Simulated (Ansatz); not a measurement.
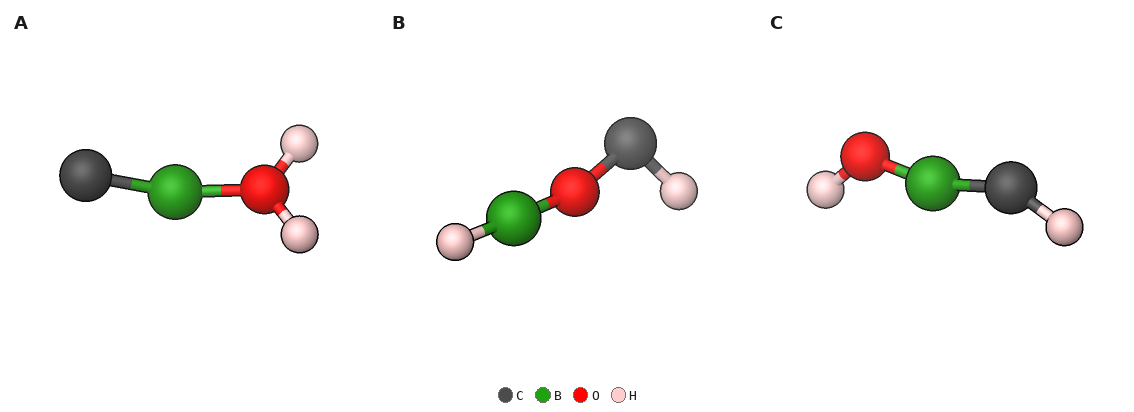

3 stationary structures of one formula. Charge +1, singlet. Geometries: PBE-D4/def2-SVP. Electronic energies: PBE-D4/def2-SVP (Ansatz 0.2.0), without zero-point energy. No frequency run is at hand to confirm each as a minimum.

Which structure is the most stable?

C is lowest; B lies 14.2 kcal/mol above it, A lies 83.1 kcal/mol above it (Cs).
